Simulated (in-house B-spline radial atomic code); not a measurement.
# Sb²²⁺: starting-point dependence of G0W0 and RPA

Aim: see how far the highest quasi-particle level and the RPA correlation energy of Sb²²⁺ depend on the orbitals that they are built on.

Method: RPA, second order, AC-SOSEX and G0W0 (contour deformation) on a scalar-relativistic mean field, all electrons; no spin-orbit coupling, Breit or QED terms, no two-electron picture change. Code: an in-house B-spline radial atomic code, version 1.

## 1. Starting point

- element: antimony (Z = 51)
- charge: +22
- electrons: 29
- configuration: [Ar] 3d10 4s1
- next ion, run as well: [Ar] 3d10
- Hamiltonian: scalar-relativistic (spin-free one-electron X2C), finite nucleus
- starts: Hartree-Fock, PBE, BHandHLYP, HSE06

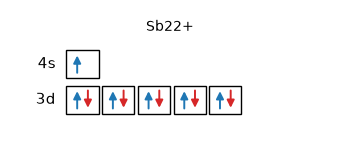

The shells outside the core, filled by Hund's rule for the drawing.

## 2. Run with the Hartree-Fock start

The run's settings:

```ini
Z = 51
electrons = 29.0
configuration = [Ar] 3d10 4s1
hamiltonian = x2c
method = hf
lmax = 9
rms_radius = 4.6802
spin_polarised = True
box_radius = 3.81
intervals = 63
```

On the command line:

```bash
> python run_gw.py task.json out
```

The settings of every run stand in task.json; they run in order.

The runs that follow: Run with the PBE start; Run with the BHandHLYP start; Run with the HSE06 start.

**Question.** What will these runs give? Wanted: highest level, mean field; highest level, G0W0; RPA correlation energy; RPA+SOSEX.

The runs gave:

| quantity | value |
| --- | --- |
| highest level, mean field (range over the runs) | -692.48 to -681.52 eV |
| highest level, G0W0 (range over the runs) | -695.42 to -694.91 eV |
| RPA correlation energy | -2.312 to -2.210 hartree |
| RPA+SOSEX | -1.6085 to -1.5404 hartree |
| semi-empirical ionisation energy (4s shell) | 693.26 ± 0.2 eV (NIST Atomic Spectra Database, ionization energies) |
| G0W0 removal energy less that value | +1.65 to +2.16 eV |

**Reading.** Across the starts the mean-field level varies by 11.0 eV and the G0W0 level by 0.50 eV (4.6 % as much). Without exact exchange the level is bound too weakly, and G0W0 lowers it by 14 eV. RPA gives the most correlation on PBE and the least on Hartree-Fock (4.4 % apart); over the runs it loosely follows the gap of the start, as smaller excitation energies give more correlation. The semi-empirical ionisation energy is 693.26 ± 0.2 eV. G0W0 is off by about +1.96 eV (+0.28 %) in every run shown, whatever the start. At this charge the missing Breit, QED and picture-change terms are part of the miss. Read as a removal energy, the bare PBE level is off by -11.7 eV (-1.7 %) and the nearest bare level, Hartree-Fock's, by -0.784 eV. As differences of total energies the mean miss over the starts is 2.5 eV for mean field, 1.3 eV for RPA, 0.34 eV for RPA+SOSEX.
